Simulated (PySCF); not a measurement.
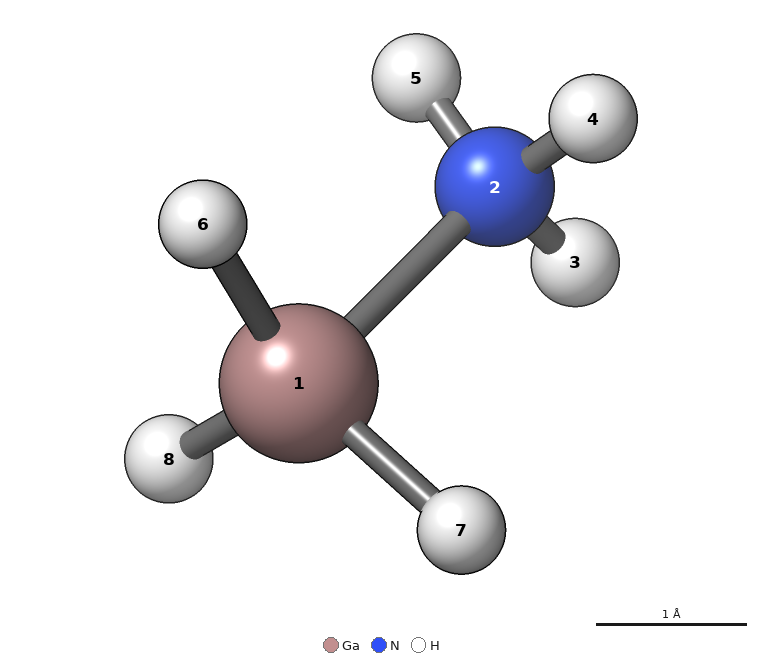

Atoms carry their numbers in the input. The geometry was computed by an optimisation with PBE0-D3(BJ)/def2-SVP. No frequency run is at hand to confirm it as a minimum.

Which atoms are bonded, and how long are the bonds?

```
  bond  length (Å)
Ga1–N2       2.150
Ga1–H6       1.583
Ga1–H7       1.583
Ga1–H8       1.583
 N2–H3       1.020
 N2–H4       1.020
 N2–H5       1.020
```
